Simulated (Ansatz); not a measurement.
# RPA@PBE/def2-TZVPPD (core potential) run of TlF (SMILES [F][Tl])

Aim: the energy change on altering one bond length of TlF at RPA@PBE/def2-TZVPPD (core potential), from 2 runs. 

The results are computed with Ansatz 0.2.0.

**1. The system as given**

TlF: 2 atoms, total charge 0, spin state singlet. SMILES: `[F][Tl]`. Geometry: the measured bond length.

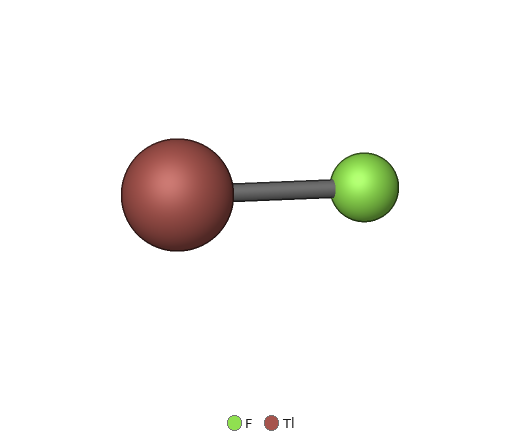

The structure, seen from a chosen angle (fluorine green, thallium brown).

**2. The energy at RPA@PBE/def2-TZVPPD (core potential)**

Input file in.yaml:

```yaml
crystal:
  periodic: [false, false, false]
  atoms:
    - {symbol: F, position_ang: [0.000000, 0.000000, 0.000000]}
    - {symbol: Tl, position_ang: [0.000000, 0.000000, 2.084438]}
basis:
  gaussian:
    orbitals: def2-TZVPPD.json
hamiltonian:
  xc: {name: PBE}
correlation:
  method: rpa
  frozen_orbitals: {F: 1, Tl: 4}
accuracy: high
```

The basis set def2-TZVPPD is read from a file made from the Basis Set Exchange's data (not shown).

The run is started by

```bash
ansatz run in.yaml --threads 1 --pin off --max-ram 3480MiB --events-out events.jsonl --progress --plain --runs-dir runs
```

Output:

```text
Warning: RAYON_NUM_THREADS=1 ignored (pool sized by the plan → 1); use --threads N
Functional definition: PBE
  name "PBE"
  parameter kappa = 0.804
  parameter beta = 0.06672455060314922
  exchange = pbe_x(kappa = kappa, mu = beta*pi^2/3)
  correlation = pbe_c(beta = beta)
1498 factors; integrals over basis functions are off by at most 4.0e-9 eV
mean field evaluation 1: about -7408.2830 eV, gradient 5.1e1 eV
mean field evaluation 2: about -7408.2824 eV, gradient 5.1e1 eV
mean field evaluation 4: about -7412.0888 eV, gradient 1.4e1 eV
mean field evaluation 8: about -7412.5721 eV, gradient 8.4e-1 eV
mean field evaluation 16: about -7412.5729 eV, gradient 1.4e-5 eV
mean field evaluation 32: about -7383.4817 eV, gradient 4.7e1 eV
mean field -7412.57285732 eV, -272.4070280840 hartree, gradient 1.7e-8 eV, S^2 0.000000; 2 other end points of the search recorded, 0 dependent functions left out
5 core orbitals not correlated: weight in the atoms' cores, before any rotation towards them, 1.000 or more for the frozen orbitals, at most 0.000 for the correlated occupied ones
reference -7374.47911481 eV, -271.0071088678 hartree; 10, 10 occupied and 81, 81 virtual orbitals, 1498 factors
Total energy: -7397.43529347 eV, -271.8507328732 hartree
```

Run time: 3.3 s. Hardware: 1 thread of AMD EPYC 9R45 (Zen 5), shared host; peak memory 0.31 GiB.

**3. The distorted shape**

Input file job.yaml:

```yaml
crystal:
  periodic: [false, false, false]
  atoms:
    - symbol: F
      position_ang: [0.000000, 0.000000, -0.625362]
    - symbol: Tl
      position_ang: [0.000000, 0.000000, 2.084438]
basis:
  gaussian: {orbitals: def2-TZVPPD.json}
hamiltonian: {xc: {name: PBE}}
correlation: {method: rpa, frozen_orbitals: {F: 1, Tl: 4}}
accuracy: high
```

The basis set def2-TZVPPD is read from a file made from the Basis Set Exchange's data (not shown).

The run is started by

```bash
ansatz run job.yaml --threads 1 --pin off --max-ram 3480MiB --events-out events.jsonl --progress --plain --runs-dir runs
```

Output (excerpt; [...] marks lines left out):

```text
Warning: RAYON_NUM_THREADS=1 ignored (pool sized by the plan → 1); use --threads N
[... 2 set-up lines as earlier in the session ...]
[...]
1480 factors; integrals over basis functions are off by at most 3.9e-9 eV
[...]
mean field -7411.64255157 eV, -272.3728399786 hartree, gradient 3.4e-9 eV, S^2 0.000000; 0 other end points of the search recorded, 0 dependent functions left out
5 core orbitals not correlated: weight in the atoms' cores, before any rotation towards them, 1.000 or more for the frozen orbitals, at most 0.000 for the correlated occupied ones
reference -7373.17597283 eV, -270.9592192832 hartree; 10, 10 occupied and 81, 81 virtual orbitals, 1480 factors
Total energy: -7396.48102574 eV, -271.8156641811 hartree
```

Wall time 3.3 s (1 thread of AMD EPYC 9R45 (Zen 5), shared host); peak memory 0.31 GiB.

**4. Results**

At RPA@PBE/def2-TZVPPD (core potential), 5 core orbitals frozen:

| quantity | value |
| --- | --- |
| first shape: total energy | -271.85073 Eh |
| first shape: RPA correlation energy (valence) | -843.6 mEh |
| distorted shape: total energy | -271.81566 Eh |
| distorted shape: RPA correlation energy (valence) | -856.4 mEh |
| energy change with the F1–Tl2 bond stretched from 2.084 to 2.710 Å | 0.954 eV |

What this shows: With the F1–Tl2 bond stretched from 2.084 to 2.710 Å the energy rises by 0.95 eV (22.0 kcal/mol). The first shape isn't relaxed at this level, so the change isn't measured from a minimum.
